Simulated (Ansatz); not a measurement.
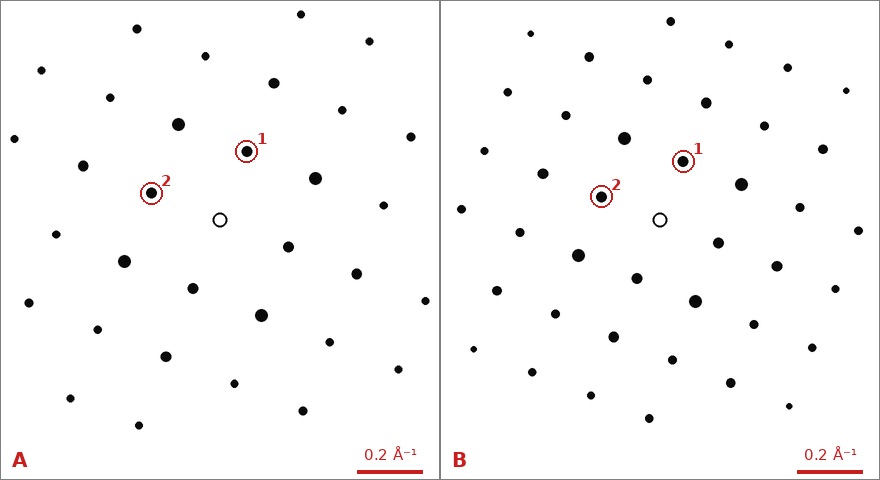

Kinematic electron diffraction patterns (120 kV, B = 0.5 Å², same scale) along [001] of the run's own cell, for the start and the end of one relaxation of CsH4F with Ansatz, DFT, PAW plane waves, r2scan. k mesh 8×8×8. The start is a generated model structure, and the relaxation ends in the nearest stationary point of its symmetry, not necessarily the ground state. Spot 1 is -1 0 0 and spot 2 is 0 -1 0 in both.

Start structure:

```
CELL_PARAMETERS angstrom
4.35462 0.00000 0.00000
0.00000 4.35462 0.00000
0.00000 0.00000 4.35462
ATOMIC_POSITIONS crystal
F 0.00000 0.00000 0.00000
Cs 0.50000 0.50000 0.50000
H 0.14800 0.14800 0.14800
H 0.14800 0.85200 0.85200
H 0.85200 0.85200 0.14800
H 0.85200 0.14800 0.85200
```

Question: Which pattern belongs to the start structure, and which to the relaxed one?

Answer: A is the start: its cell gives d(1) = 4.355 Å, d(2) = 4.355 Å and an angle of 90.0°. B is the relaxed structure, with d(1) = 5.099 Å (+17.1 %), d(2) = 5.099 Å (+17.1 %) and 90.0°.

Question: What did the relaxation do to the structure and the energy?

Answer: The volume changed by +60.5 % to 22.09 Å³ an atom; with the mean shift removed, the atoms moved by up to 0.20 Å relative to the cell (H most); the space group stayed P-43m (No. 215); the free energy fell by 580 meV an atom. Relaxed cell: a = 5.099 Å, b = 5.099 Å, c = 5.099 Å, α = 90.00°, β = 90.00°, γ = 90.00°.
